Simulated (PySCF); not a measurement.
## Electronic structure of C₄H₁₁F₃N₂Si in real space

```xyz
21

C     3.0207   -0.5173   -0.7000
C     2.0204   -0.6175    0.4475
N     1.0069    0.4130    0.4033
Si   -0.4077    0.3021   -0.5462
N    -1.4380   -0.8557    0.1742
C    -2.8309   -1.0781   -0.1592
C    -1.2714    2.0199   -0.2980
F    -1.7044    2.2521    0.9548
F    -2.3550    2.1689   -1.0930
F    -0.4584    3.0589   -0.6014
H     3.5167    0.4504   -0.6831
H     3.7738   -1.2959   -0.6143
H     2.5068   -0.6249   -1.6516
H     1.5127   -1.5823    0.4073
H     2.5492   -0.5485    1.4037
H     1.4116    1.3288    0.5334
H    -0.2518    0.2076   -2.0094
H    -1.0158   -1.6780    0.5782
H    -3.2666   -0.1509   -0.5199
H    -2.9521   -1.8403   -0.9347
H    -3.3756   -1.3952    0.7312
```

Geometry: GFN2-xTB.

Computed with PBE0/pcSseg-1, SCF density, gas phase, non-relativistic in PySCF.

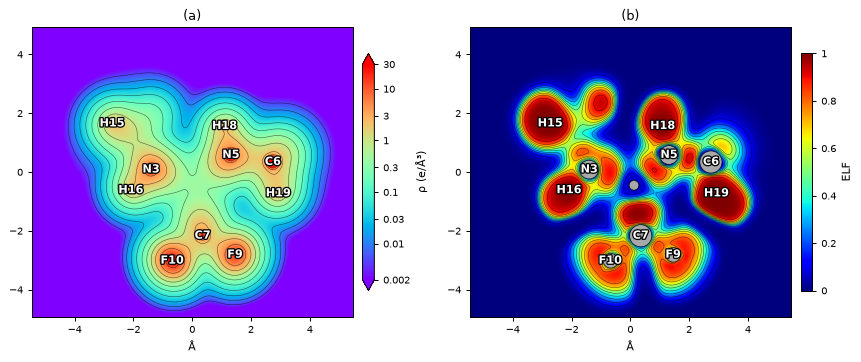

Figure 1. (a) electron density; (b) ELF on the plane of atoms N5, C6 and H19. Grey discs cover the atomic cores in the ELF map.

Q: Read the bonding off the picture.

A:
- Atoms in the plane: N, C, F and H.
- C–F (1.35 Å): ρ is about 2.3 e/Å³ halfway, with its minimum of 1.8 e/Å³ about 0.5 Å from C; the ELF peaks at about 0.85 between the atoms; a polar covalent bond.
- C–N (1.45 Å): ρ is about 1.9 e/Å³ halfway; the ELF peaks at about 0.95 between the atoms (localised, covalent bonding).
- N–H (1.01 Å): ρ at the midpoint is about 2.8 e/Å³; the ELF climbs to about 1 towards the hydrogen, as it does in any bond to H; an ordinary covalent bond to hydrogen.
- C–H (1.09 Å): ρ at the midpoint is about 2 e/Å³; the ELF climbs to about 1 towards the hydrogen: a covalent bond by its length.
- The ELF also peaks beside F10 and F9, away from the bonds: lone-pair regions.

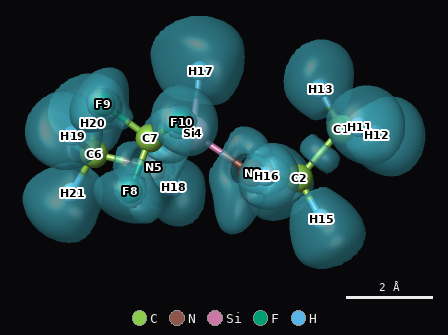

Figure 2. Isosurface of the ELF at 0.75 (cyan), seen from one side. Only the valence region is drawn (cores and ρ < 0.01 e/Å³ removed).

Q: Describe the localisation domains.

A: At this value the surface marks out one region between bonded C–C atoms (shared pairs), one region between bonded C–Si atoms (shared pairs), nine regions around hydrogen nuclei, three regions on F in which the atom's valence shell and bonds are merged and two joined regions spread over several atoms (H, N), in which their bonds and any lone pairs are merged.

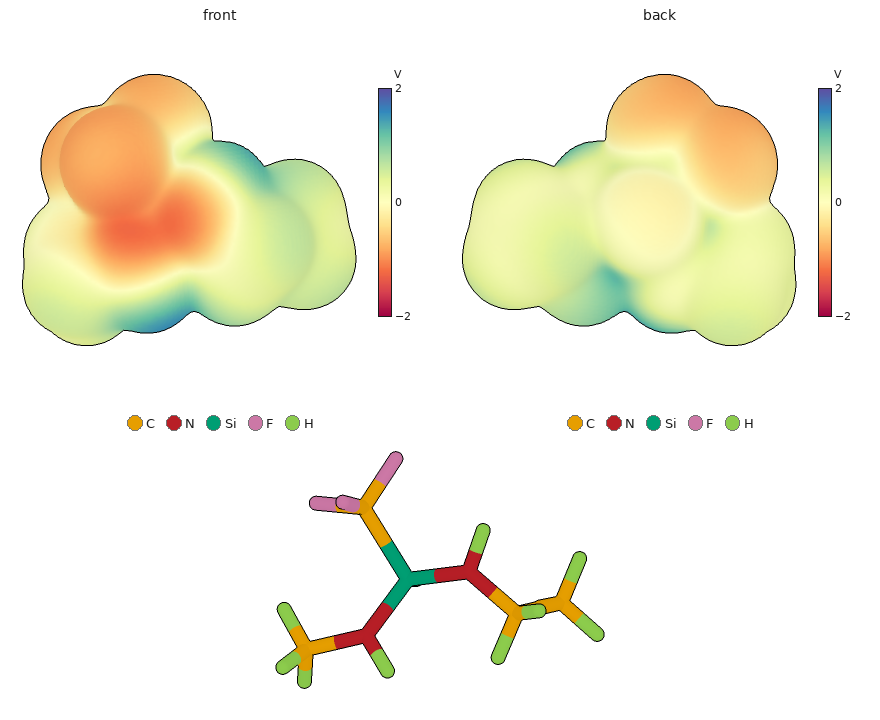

Figure 3. The molecular electrostatic potential painted on the density surface at 0.001 e/bohr³, seen from the front and from behind; red is negative and blue positive. The bare structure is drawn below in the same view.

Q: Which sites attract a positive test charge, and which a negative one?

A: A positive charge is drawn to the negative regions and a negative charge to the positive ones. The most negative region (about −1.2 V) lies over N3, N5 and F8, the most positive (about +1.5 V) over H18.

Q: What dipole moment does the calculation give?

A: Its dipole moment is 3.73 D.
